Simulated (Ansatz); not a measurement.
A computed series for Zr: response to strain

Take Zr in the hcp (Mg type) structure (space group P6_3/mmc, No. 194; a = 3.244 Å, c = 5.158 Å; relaxed with 0.1 eV smearing) as the base.

Strains are applied to the cell and any free atomic positions relax.

Method: r2SCAN (Ansatz, a first-principles code, PAW, no spin-orbit coupling).

Notes on the quantities. pressure: mean of the normal stresses, compression positive.

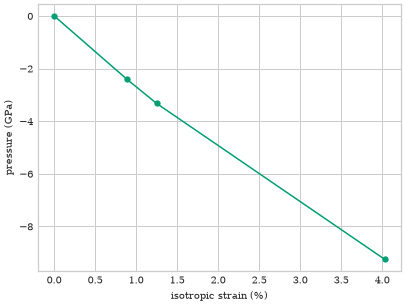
Figure: Pressure against isotropic strain

Q: From the plot, what is the pressure for isotropic strain +4.03 %?

A: About -9.2 GPa.

Q: Is the trend monotonic over the range shown?

A: Yes, it falls throughout, spanning -9.2 GPa to 0.0 GPa.

Whether these cells are dynamically stable was not tested. The final runs are not spin-polarised.
